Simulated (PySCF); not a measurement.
C8H6S2, SMILES c1csc(-c2ccsc2)c1 at its GFN2-xTB optimised geometry (Å):

```
16

C     -2.5967     1.2960     0.0005
C     -3.0411     0.0136     0.0007
S     -1.7485    -1.1189     0.0006
C     -0.5713     0.1644     0.0002
C      0.8396    -0.1270     0.0000
C      1.8657     0.8645    -0.0003
C      3.1087     0.3318    -0.0005
S      3.0809    -1.3895     0.0000
C      1.3680    -1.3895     0.0000
C     -1.1903     1.3849     0.0002
H     -3.2474     2.1523     0.0004
H     -4.0511    -0.3450     0.0009
H      1.6728     1.9213    -0.0004
H      4.0511     0.8424    -0.0007
H      0.8353    -2.3198     0.0002
H     -0.6600     2.3198     0.0000
```

Method: PBE/def2-TZVP (PySCF 2.14.0). Cells within 0.4 Å of a nucleus heavier than hydrogen are left out (blank, or x).

Map of the Laplacian of the electron density (e/bohr⁵), clipped to [-1.50, 1.50] on the plane z = 0.0 Å:

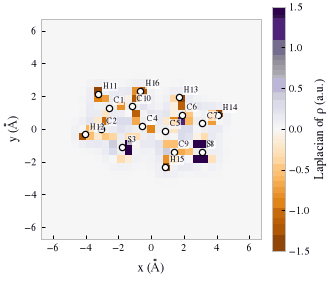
Figure. Laplacian of the electron density (e/bohr⁵), clipped to [-1.50, 1.50] on the plane z = 0.0 Å.
